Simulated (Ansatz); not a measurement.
HfO2, response to strain

The parent structure is HfO2 (space group P2_1/c, No. 14; a = 5.161 Å, b = 5.212 Å, c = 5.352 Å, α = 90.00°, β = 99.66°, γ = 90.00°).

Strains are applied to the cell and any free atomic positions relax.

Calculations: Ansatz (a program for electronic structure) PBE, without spin-orbit coupling.

Notes on the quantities. energy relative to the base: free energy F.

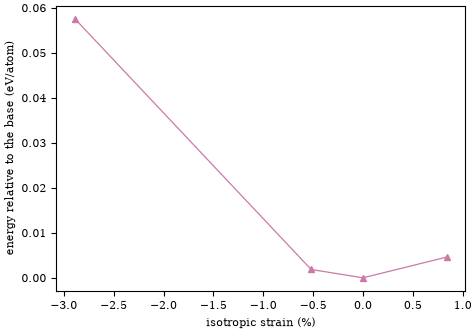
Energy relative to the base against isotropic strain

```csv
isotropic strain (%),energy relative to the base
-2.89,+58 meV/atom
-0.52,+1.9 meV/atom
0.84,+4.6 meV/atom
```

Stability against distortions was not tested.
